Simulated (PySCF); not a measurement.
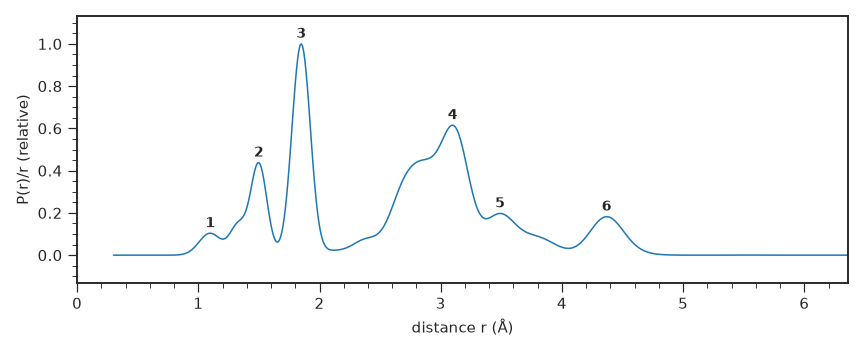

Simulated gas electron diffraction: radial distribution curve of C₃H₅BrOS. Each pair of atoms contributes with weight ZᵢZⱼ/r; damping constant 0.001 Å²; vibrational amplitudes assumed, not computed: 0.05 Å for bonds, 0.078 Å for bonds to H, 0.06 + 0.015 r up to 0.15 Å for other pairs. The geometry is the end point of an optimisation (PBE0-D3(BJ)/def2-SVP geometry optimisation, gas phase in PySCF 2.14.0, density-fitted response routines); it may be a saddle point or a higher isomer.

Read the positions of the numbered peaks and name the main pairs (– for bonds).

Peak 1, 1.10 Å: C–H 1.09–1.10 Å (×5)
Peak 2, 1.50 Å: S–O 1.50 Å; in its flanks C–C 1.33 Å
Peak 3, 1.85 Å: S–C 1.82 Å (×2), Br–C 1.88 Å, not resolved
Peak 4, 3.10 Å: Br···C 2.87 Å, Br···S 3.12 Å, not resolved; in its flanks O···C 2.65 Å, S···C 2.71 Å
Peak 5, 3.49 Å: Br···C 3.48 Å, C···C 3.66 Å, not resolved; in its flanks Br···H 3.82–3.85 Å
Peak 6, 4.37 Å: Br···O 4.36 Å, Br···H 4.47 Å, not resolved
